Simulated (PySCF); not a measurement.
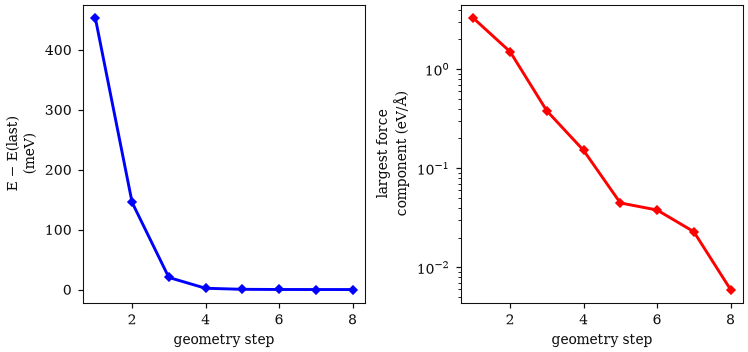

History of a geometry optimisation. The start has point group C2v, which is kept. A held symmetry can leave a saddle point.

The run: Bi3O molecule (charge +1), by RKS-based PBE0, O def2-TZVP, Bi def2-TZVP with ECP60; non-relativistic Hamiltonian with scalar-relativistic core potentials; density fitting in PySCF.

### How did the optimisation end?

The optimisation met its thresholds at geometry 8, counting the start as the first. The energy fell by about 450 meV from the first step to the last. The largest force component goes from about 3.3 eV/Å at the start to 6 × 10⁻³ eV/Å at the end.

### By which step was nine tenths of the energy gained?

By step 3 of 8.
